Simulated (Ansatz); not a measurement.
## Electronic structure of BF$_{2}$H···SiH$_{4}$ in real space

| atom | x (Å) | y (Å) | z (Å) |
| --- | --- | --- | --- |
| B | -0.7853 | -1.5951 | 0.2729 |
| Si | 0.6696 | 1.2775 | -0.2054 |
| F | -1.0948 | -1.6437 | -1.0235 |
| F | -1.7366 | -1.1837 | 1.1132 |
| H | 0.5565 | -0.0709 | 0.3306 |
| H | 0.2599 | -1.9577 | 0.6626 |
| H | -0.6653 | 1.7164 | -0.7211 |
| H | 1.1268 | 2.1889 | 0.8938 |
| H | 1.6693 | 1.2681 | -1.3233 |

Not at a stationary point (largest force 1.0 eV/Å).

All numbers below come from RKS BLYP/def2-SVP in Ansatz 0.2.0.

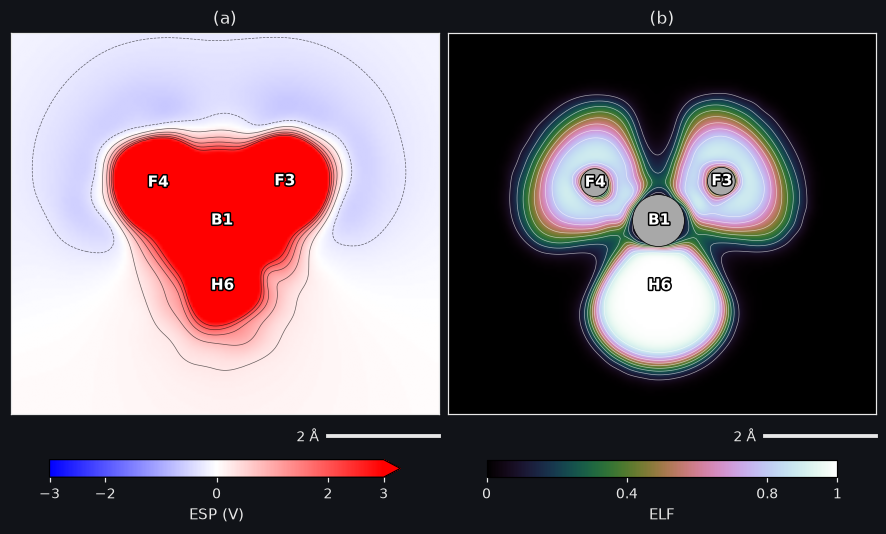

Figure 1. (a) molecular electrostatic potential; (b) ELF on the plane of atoms F3, B1 and F4. Grey discs cover the atomic cores in the ELF map.

### What do the fields say about this system?

The section cuts through B, F and H sites. B–F (1.33 Å): the ELF peaks at about 0.90 between the atoms: a shared but strongly polarised pair. B–H (1.17 Å): the ELF climbs to about 1 towards the hydrogen, as it does in any bond to H; a covalent bond by its length. The ELF also peaks beside F3 and F4, away from the bonds: lone-pair regions. Outside the dense part of the complex the potential is most negative (−0.7 V) near F3.

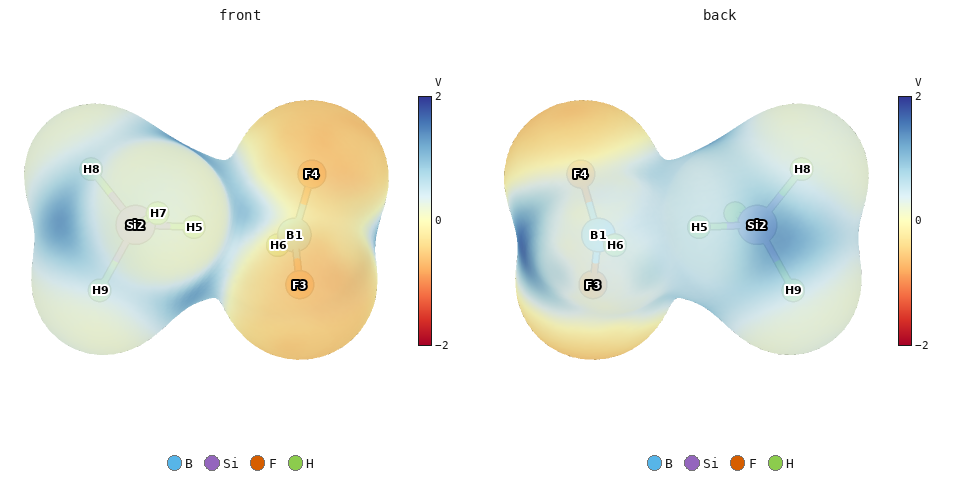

Figure 2. The molecular electrostatic potential painted on the density surface at 0.002 e/bohr³, seen from the front and from behind; red is negative and blue positive.

### Where is the surface potential most negative and most positive?

The most negative region (about −0.6 V, or −14 kcal/mol for a unit charge) lies over F3 and F4, the most positive (about +1.6 V, or +37 kcal/mol for a unit charge) over B1.

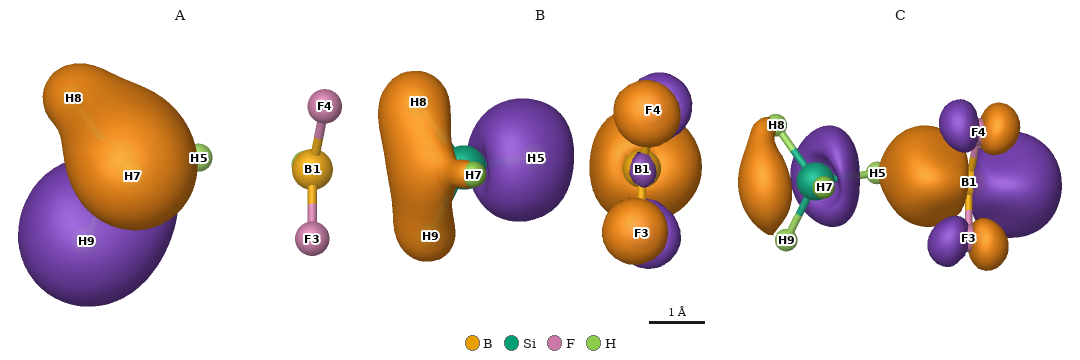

Figure 3. Three frontier orbitals at ±0.1 Å⁻³ᐟ² (orange and purple are the two phases), in no order.

### Which picture is the HOMO−1, the HOMO and the LUMO?

A is the HOMO−1 (−8.56 eV). By Hirshfeld shares it lies mainly on Si2 (about 45 %), H9 (about 35 %) and H7 (about 20 %). B is the HOMO (−8.12 eV). Its weight (Hirshfeld) is mainly on Si2 (about 25 %), H6 (about 20 %), H5 (about 15 %), B1 (about 15 %), F4 (about 10 %) and F3 (about 10 %). C is the LUMO (−0.99 eV). By Hirshfeld shares it lies mainly on B1 (about 45 %), Si2 (about 15 %), F4 (about 10 %), F3 (about 10 %) and H6 (about 5 %).

### What is the HOMO–LUMO gap?

7.13 eV between the orbital energies.
